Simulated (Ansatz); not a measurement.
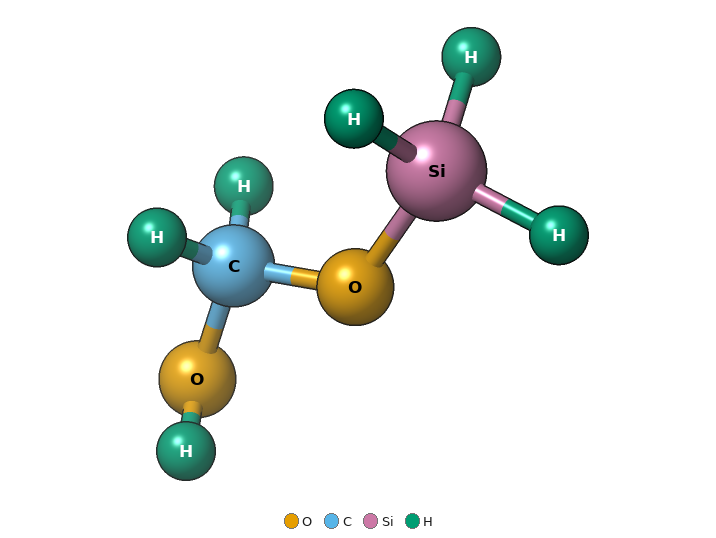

Ball-and-stick drawing of a structure. Every bond is drawn as one stick, whatever its order.

Computed geometry: PBE0-D4/def2-TZVP optimisation.

Describe the molecule.

Formula CH₆O₂Si. SMILES: `OCO[SiH3]`. It has no ring. Among its groups: alcohol, Si–H bond, Si–O bond. The point group is C1. Coordination: 2 O bent; 1 C tetrahedral; 1 Si tetrahedral.

The parts below concern this one geometry. Atoms keep their numbers from picture to picture.

**Levels of theory compared**

Program: Ansatz 0.2.0.

Tabulate HOMO energy (eV), HOMO–LUMO gap (eV) at these levels: HSE06 (plane-wave form)-D4/def2-TZVPP; PBE-D4/def2-TZVPP; PBE0-D4/def2-QZVPP; PBE0-D4/def2-SVP; PBE0-D4/def2-TZVPP; SPW92 (LDA)/def2-TZVPP; r2SCAN0-D4/def2-TZVPP; revPBE-D4/def2-TZVPP; ωB97M-V/def2-QZVPP; ωB97M-V/def2-SVP; ωB97M-V/def2-TZVPP; ωB97X-V/def2-TZVPP.

```csv
level,HOMO energy (eV),HOMO–LUMO gap (eV)
HSE06 (plane-wave form)-D4/def2-TZVPP,−7.78,7.64
PBE-D4/def2-TZVPP,−6.63,6.01
PBE0-D4/def2-QZVPP,−8.23,8.27
PBE0-D4/def2-SVP,−8.02,8.79
PBE0-D4/def2-TZVPP,−8.18,8.42
SPW92 (LDA)/def2-TZVPP,−6.73,5.84
r2SCAN0-D4/def2-TZVPP,−8.42,8.95
revPBE-D4/def2-TZVPP,−6.58,6.08
ωB97M-V/def2-QZVPP,−10.63,12.05
ωB97M-V/def2-SVP,−10.41,13.08
ωB97M-V/def2-TZVPP,−10.59,12.46
ωB97X-V/def2-TZVPP,−10.67,12.90
```

**Vibrations**

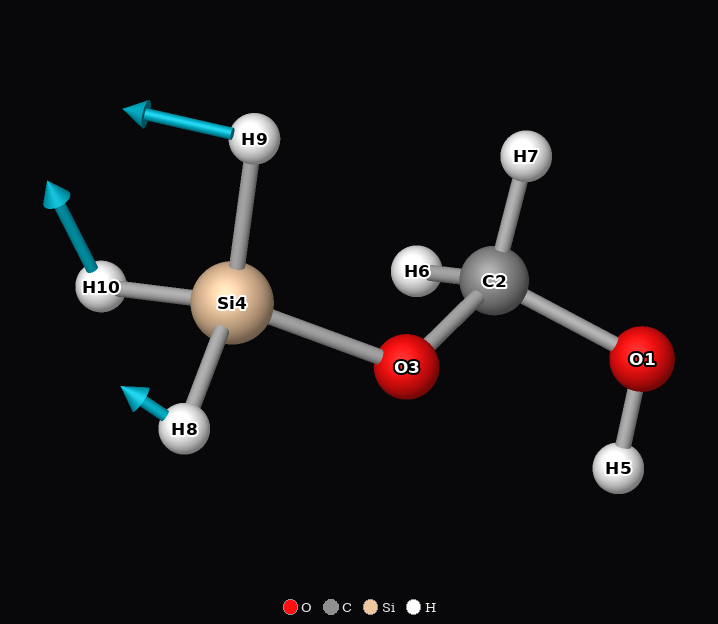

The arrows show one normal mode. Harmonic vibrations computed with RKS PBE0-D4/def2-TZVP (Ansatz 0.2.0) at a stationary point of the same level.

**What kind of motion is it?**

Mostly H–Si–H bending.

**Estimate its harmonic wavenumber.**

975 cm⁻¹; it is mode 11 of 24 counted from the lowest.

**Charges**

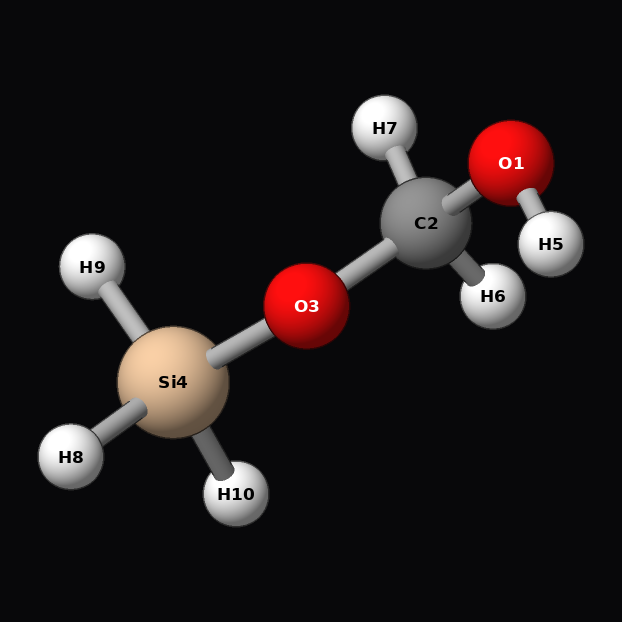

The questions are on Mulliken charges. Method: RKS PBE0-D4/def2-TZVP (Ansatz 0.2.0).

Give the Mulliken charges atom by atom.

| atom | value (e) |
| --- | --- |
| O1 | −0.43 |
| C2 | 0.07 |
| O3 | −0.34 |
| Si4 | 0.28 |
| H5 | 0.31 |
| H6 | 0.09 |
| H7 | 0.11 |
| H8 | −0.02 |
| H9 | −0.04 |
| H10 | −0.04 |

Mulliken values depend strongly on the basis set and can even reverse the polarity of a bond.
